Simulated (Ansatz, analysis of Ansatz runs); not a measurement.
**NbFeO4 (C2/m): a line between two Fe sites for an added electron**

Aim: the energy barrier that a trapped electron meets when it moves from one Fe atom to another one nearby in NbFeO4 (C2/m). The model is a cell of 48 host atoms.

Program: Ansatz 0.2.0. Level of theory: plane-wave PAW DFT, PBEsol+U; relaxation of all atoms of a supercell at fixed charge in a uniform background. Results are calculated unless marked as measured.

**1. Set-up**

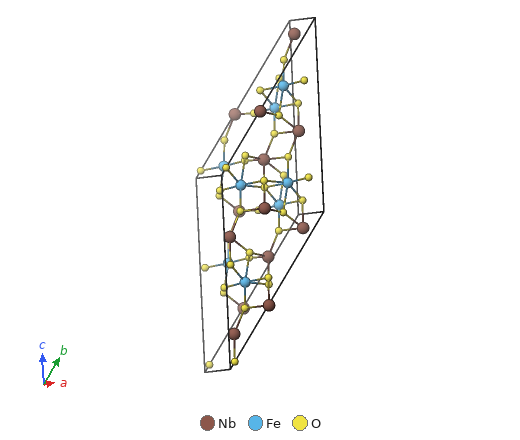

The cell as given, slightly off an axis (niobium brown, iron blue, oxygen yellow). Bonds to atoms that aren't drawn are left out. Some periodic images of atoms are drawn too.

The cell holds 48 atoms: 8 Nb, 8 Fe and 32 O. Cell: a = 7.696 Å, b = 12.349 Å, c = 13.141 Å, α = 35.0°, β = 95.8°, γ = 78.1°. It derives from NbFeO4 (space group C2/m). Nearest the centre at fractional (0.555, 0.752, 0.445): O19 at 0.60 Å, Fe16 at 1.92 Å, Fe13 at 1.92 Å, Fe11 at 2.52 Å, Nb2 at 2.58 Å, O48 at 2.71 Å, O45 at 2.71 Å, O37 at 2.74 Å.

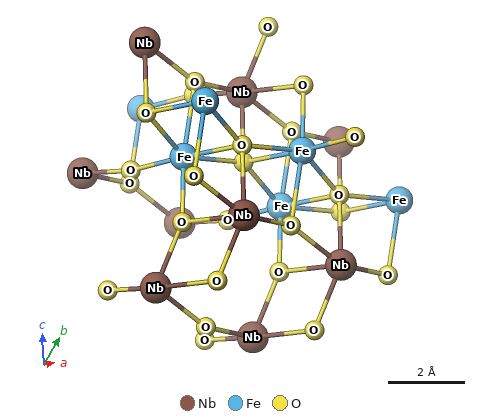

The atoms within 5 Å of the centre.

Hubbard terms: Fe d 4.0 eV. They were chosen, not fitted, to curb self-interaction in the shells named, the trial site's among them. The two sites are Fe16 and Fe13. The cell's shortest repeat is 7.7 Å. The host's moments were started antiferromagnetic in the unit cell, high spin; both sites carry the same spin direction.

**2. The cell without the carrier**

The neutral cell is relaxed first, from small random displacements, so that bond lengths and moments with the carrier can be set beside those of a relaxed cell without it.

Contents of neutral.relax/input.yaml:

```yaml
crystal:
  lattice:
    - [-2.00015703, 3.83661972, 6.36485907]
    - [10.56814322, 0.0, 6.38823069]
    - [12.56830025, 3.83661972, 0.02337162]
  atoms:
    - { symbol: Nb, position: [0.439325, 0.835654, 0.060675] }
    - { symbol: Nb, position: [0.439325, 0.835654, 0.560675] }
    - { symbol: Nb, position: [0.939325, 0.335654, 0.060675] }
    - { symbol: Nb, position: [0.939325, 0.335654, 0.560675] }
    - { symbol: Nb, position: [0.060675, 0.664346, 0.439325] }
    - { symbol: Nb, position: [0.060675, 0.664346, 0.939325] }
    - { symbol: Nb, position: [0.560675, 0.164346, 0.439325] }
    - { symbol: Nb, position: [0.560675, 0.164346, 0.939325] }
    - { symbol: Fe, position: [0.194596, 0.49795, 0.305404], spin: 5.0 }
    - { symbol: Fe, position: [0.194596, 0.49795, 0.805404], spin: 5.0 }
    - { symbol: Fe, position: [0.694596, 0.99795, 0.305404], spin: 5.0 }
    - { symbol: Fe, position: [0.694596, 0.99795, 0.805404], spin: 5.0 }
    - { symbol: Fe, position: [0.305404, 0.00205, 0.194596], spin: -5.0 }
    - { symbol: Fe, position: [0.305404, 0.00205, 0.694596], spin: -5.0 }
    - { symbol: Fe, position: [0.805404, 0.50205, 0.194596], spin: -5.0 }
    - { symbol: Fe, position: [0.805404, 0.50205, 0.694596], spin: -5.0 }
    - { symbol: O, position: [0.055351, 0.300313, 0.444649] }
    - { symbol: O, position: [0.055351, 0.300313, 0.944649] }
    - { symbol: O, position: [0.555351, 0.800313, 0.444649] }
    - { symbol: O, position: [0.555351, 0.800313, 0.944649] }
    - { symbol: O, position: [0.444649, 0.199687, 0.055351] }
    - { symbol: O, position: [0.444649, 0.199687, 0.555351] }
    - { symbol: O, position: [0.944649, 0.699687, 0.055351] }
    - { symbol: O, position: [0.944649, 0.699687, 0.555351] }
    - { symbol: O, position: [0.283189, 0.417625, 0.216811] }
    - { symbol: O, position: [0.283189, 0.417625, 0.716811] }
    - { symbol: O, position: [0.783189, 0.917625, 0.216811] }
    - { symbol: O, position: [0.783189, 0.917625, 0.716811] }
    - { symbol: O, position: [0.216811, 0.082375, 0.283189] }
    - { symbol: O, position: [0.216811, 0.082375, 0.783189] }
    - { symbol: O, position: [0.716811, 0.582375, 0.283189] }
    - { symbol: O, position: [0.716811, 0.582375, 0.783189] }
    - { symbol: O, position: [0.093713, 0.540102, 0.406287] }
    - { symbol: O, position: [0.093713, 0.540102, 0.906287] }
    - { symbol: O, position: [0.593713, 0.040102, 0.406287] }
    - { symbol: O, position: [0.593713, 0.040102, 0.906287] }
    - { symbol: O, position: [0.406287, 0.959898, 0.093713] }
    - { symbol: O, position: [0.406287, 0.959898, 0.593713] }
    - { symbol: O, position: [0.906287, 0.459898, 0.093713] }
    - { symbol: O, position: [0.906287, 0.459898, 0.593713] }
    - { symbol: O, position: [0.314504, 0.677662, 0.185496] }
    - { symbol: O, position: [0.314504, 0.677662, 0.685496] }
    - { symbol: O, position: [0.814504, 0.177662, 0.185496] }
    - { symbol: O, position: [0.814504, 0.177662, 0.685496] }
    - { symbol: O, position: [0.185496, 0.822338, 0.314504] }
    - { symbol: O, position: [0.185496, 0.822338, 0.814504] }
    - { symbol: O, position: [0.685496, 0.322338, 0.314504] }
    - { symbol: O, position: [0.685496, 0.322338, 0.814504] }
basis:
  ecutwfc: 420
  xc_grid: 2
hamiltonian:
  xc: pbesol
  hubbard: { sites: [{ species: Fe, l: d, u_eff: 4.0 }] }
kpoints:
  mp_grid: { grid: [1, 1, 1] }
magnetization:
  spin_polarized: true
  initial_magnetization: 0
  spin_locking: { lock_magnetization: hard }
scf:
  occupations: { method: fermi_dirac, width: 0.01 }
  max_iter: 120
  lower_state_search: "off"
output:
  forces: true
relax:
  f_tol: 0.02
  max_steps: 70
  random_displacement: { amplitude: 0.04, seed: 7417 }
checkpoint:
  write: "../neutral.relax.run"
  compress: false
  write_wavefunctions: true
  write_every: 100000
```

Started as:

```bash
ansatz run input.yaml --threads 8 --pin off --max-ram 17899MiB --backend cpu --events-out ev --progress --plain --runs-dir out
```

Numbers of over 12 decimals in the logs are rounded to 6 here.

Output:

```text
[... repeated set-up lines and file paths are left out, and long positions are rounded to six places ...]
Nb: projections on atomic orbitals take those of the free atom [Ar 3d10] 4s2 4p6 4d4 5s1, of charge +0.00 (hamiltonian.pseudopotentials.projection_atoms); the dataset's partial waves leave at most 4.9e-6 of an orbital's norm unspanned inside its sphere
Fe: projections on atomic orbitals take those of the free atom [Ne] 3s2 3p6 3d6 4s2, of charge +0.00 (hamiltonian.pseudopotentials.projection_atoms); the dataset's partial waves leave at most 1.1e-6 of an orbital's norm unspanned inside its sphere
O: projections on atomic orbitals take those of the free atom [He] 2s2 2p4, of charge +0.00 (hamiltonian.pseudopotentials.projection_atoms); the dataset's partial waves leave at most 1.9e-8 of an orbital's norm unspanned inside its sphere
Engine: ansatz 0.2.0, aarch64-unknown-linux-gnu
Pseudopotentials: kind: paw
Pseudopotential: Nb, paw, valence charge 13, recommended cutoff 420 eV (normal), Nb.paw.azcp
Pseudopotential: Fe, paw, valence charge 16, recommended cutoff 420 eV (normal), Fe.paw.azcp
Pseudopotential: O, paw, valence charge 6, recommended cutoff 420 eV (normal), O.paw.azcp
Functional definition: PBEsol
  exchange = pbesol_x
  correlation = pbesol_c
Crystal: 48 atoms, lattice volume = 614.183 Å³
Basis set: ecut = 420 eV, 11987 PW (Γ), exchange–correlation on 108×180×180 points (8 copies of the dense FFT grid, shifted against one another)
Bands: 260, of which v1, the nominal top of the filled ones, is band 212 counted from 1 (211 counted from 0)
Symmetry: 1 space group operations
k-points: 1
[...]
[... 12 atoms left out ...]
  atom  32  O      0.00435203    -0.00103056    -0.00249962
  [... 4 atoms left out ...]
  atom  37  O      0.00143587     0.00010336    -0.00083359
  [... 2 atoms left out ...]
  atom  40  O      0.00158988    -0.00042679     0.00070833
  [... 4 atoms left out ...]
  atom  45  O     -0.00532107    -0.00081429     0.00182694
  [... 2 atoms left out ...]
  atom  48  O     -0.00701072     0.00082827     0.00148658
  max |Σ_I F_I| component: 4.43e-5 eV/Å
--- Band table (eV) ---
  k-point 0 ↑: bands = ["-83.3209", "-83.3208", "-83.3203", "-83.3201", [... 252 left out ...] "12.7566", "13.8664", "13.9231", "14.0213"]
  k-point 0 ↓: bands = ["-83.3209", "-83.3207", "-83.3204", "-83.3201", [... 252 left out ...] "12.7565", "13.8664", "13.9231", "14.0213"]
Occupation matrices written to <dir>
--- Relaxed structure (4 steps of the walk, 4 accepted, 0 SCFs on fresh bases) ---
  F+E_penalty+E_count = -89508.01563519 eV   max|allowed force component| = 9.328e-3 eV/Å
  atoms:
    - { symbol: Nb, position: [0.437409, 0.836364, 0.061787] }
    - { symbol: Nb, position: [0.437430, 0.836296, 0.561863] }
[...]
- { symbol: Fe, position: [0.693574, 0.996890, 0.305774] }
    [... 1 atom left out ...]
    - { symbol: Fe, position: [0.305421, 0.003762, 0.193886] }
[...]
- { symbol: Fe, position: [0.805418, 0.503739, 0.693893] }
[...]
- { symbol: O, position: [0.554793, 0.800151, 0.444527] }
[...]
- { symbol: O, position: [0.716474, 0.583574, 0.782836] }
    [... 4 atoms left out ...]
    - { symbol: O, position: [0.405773, 0.961385, 0.093458] }
    [... 2 atoms left out ...]
    - { symbol: O, position: [0.905804, 0.461322, 0.593512] }
    [... 4 atoms left out ...]
    - { symbol: O, position: [0.185408, 0.822863, 0.313928] }
    [... 2 atoms left out ...]
    - { symbol: O, position: [0.685346, 0.322920, 0.813915] }
[key lines of the parts left out:]
SCF converged after 9 iterations
Magnetization: 0.0000 μB (212.0000 up, 212.0000 down)
Free energy (F): -89508.015635 eV
Fermi energy:    8.449291 (↑ 8.449342, ↓ 8.449240) eV
```

It took 25 s on 8 threads of Arm Neoverse V1, shared host; peak memory 1.5 GiB.

The largest displacement from an ideal site is 0.024 Å.

[end of part 1 of 3]

[Logs are printed without paths, hosts, clocks, repeated set-up lines and the standing remarks that a program may print on its own settings, such as how far it seeks lower states.]

[Hosts, paths, dates, database ids (printed as entryN), source tags and the programs' standing remarks are cut or masked in the printed files.]
